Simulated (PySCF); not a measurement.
# GdH2S2 (Gd(SH)2): the cost of one run

The runs use PySCF 2.14.0; several levels, as the steps say, no spin–orbit coupling.

1 further run of the same task is left out (for a known fault of the program).

## (1) The system as given

5 atoms, charge 0, spin multiplicity 1.

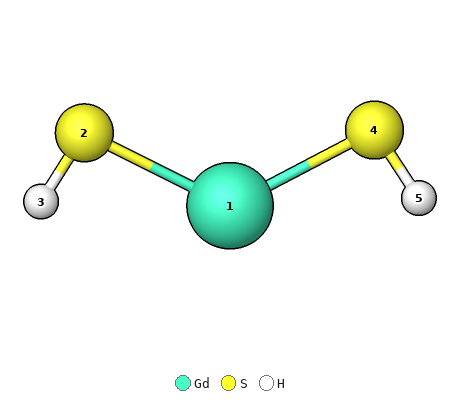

The geometry (gadolinium teal, sulfur yellow, hydrogen white); atoms are numbered from 1 in the order of the file.

Coordinates:

```
Gd    0.00000    0.00000   -0.33325
S     2.44338   -0.03545    0.90049
H     3.14039   -0.27969   -0.23566
S    -2.44338    0.03545    0.90049
H    -3.14039    0.27969   -0.23566
```

Formal oxidation states: Gd +2. Each metal's 8 4f electrons lie in its core potential, so multiplicities, spins and levels count the valence alone. For divalent La, Ce, Gd or Lu the extra electron is normally 5d or 6s, so this core forces an excited configuration. An earlier session relaxed this geometry at PBE0, Gd lcecp-0-SVP with ECP54, S def2-SVP, H def2-SVP (singlet, point group C2).

At PBE0 on the finer grid: E = -827.034478 Eh, frontier levels not given, since the 4f levels lie in the core, Mulliken charge on Gd1 +0.70 e, largest force component 0.005 eV/Å. 

Levels to run: M06-L; TPSS; PBE0, TZVP. Hardware: 2 threads of Intel Xeon Platinum 8259CL at 2.50GHz (Skylake/Cascade Lake), shared host.

## (2) M06-L

run.py (the lines that set the calculation) reads:

```python
mol = gto.M(atom='''
Gd     0.00000     0.00000    -0.33325
S      2.44338    -0.03545     0.90049
H      3.14039    -0.27969    -0.23566
S     -2.44338     0.03545     0.90049
H     -3.14039     0.27969    -0.23566''',
    basis={'Gd': 'lcecp-0-SVP', 'S': 'def2-SVP', 'H': 'def2-SVP'},
    ecp={'Gd': 'lcecp-0-SVP'},
    charge=0, spin=0)
mf = dft.RKS(mol, xc='M06L')
mf.grids.atom_grid = (75, 302)  # f atoms: unpruned, at least (60, 302)
mf = mf.density_fit()  # fitting sets: Gd AutoAux, S def2-universal-JKFIT, H def2-universal-JKFIT
mf.conv_tol = 1e-08; mf.max_cycle = 55
mf.kernel(dm0)  # dm0: the density of the relaxed state
```

Run with:

```bash
$ OMP_NUM_THREADS=2 python run.py
```

**Question.** How long does this run take on 2 threads of Intel Xeon Platinum 8259CL at 2.50GHz (Skylake/Cascade Lake), shared host?

About 6.7 s.
